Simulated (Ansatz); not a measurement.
```yaml
atoms:
  - { symbol: C, position_ang: [-0.4122, -0.0017, 0.0858] }
  - { symbol: Br, position_ang: [2.3595, -1.8478, 0.6455] }
  - { symbol: Si, position_ang: [0.5404, -1.4629, -0.6084] }
  - { symbol: H, position_ang: [1.0074, -1.1979, -2.0075] }
  - { symbol: H, position_ang: [0.2211, 0.9015, 0.0866] }
  - { symbol: H, position_ang: [-1.3020, 0.1982, -0.5330] }
  - { symbol: H, position_ang: [-0.7411, -0.1946, 1.1181] }
```

Geometry: r2SCAN-D4/def2-SVP.

These are results of Ansatz 0.2.0, isolated molecule in a Gaussian basis; Kohn-Sham density functional theory, functional PBE0, not measurements.

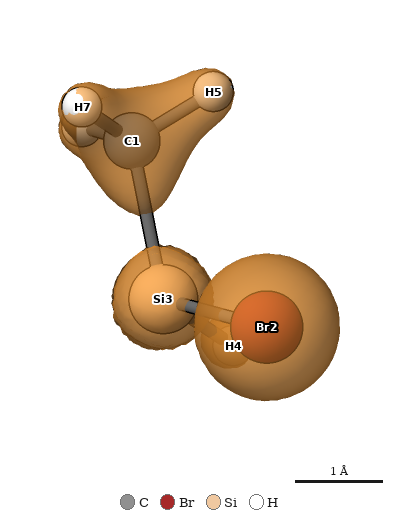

CH4BrSi (SMILES C[SiH]Br) (doublet). Isosurface of the electron density at 1 e/Å³ (orange), seen at an oblique angle.

Q: Which contacts does the surface bridge?

A: At this value the surface falls into four separate pieces. It bridges the sampled C–H (1.10 Å) contacts, where the density stays above the isovalue. It is pinched off along the sampled C–Si (1.88 Å), Si–Br (2.24 Å) and Si–H (1.50 Å) contacts. On the grid the lowest density along these lines, outside the cores, is 0.82 e/Å³ (C–Si, 1.88 Å), 0.57 e/Å³ (Si–Br, 2.24 Å), 1.8 e/Å³ (C–H, 1.10 Å) and 0.8 e/Å³ (Si–H, 1.50 Å).
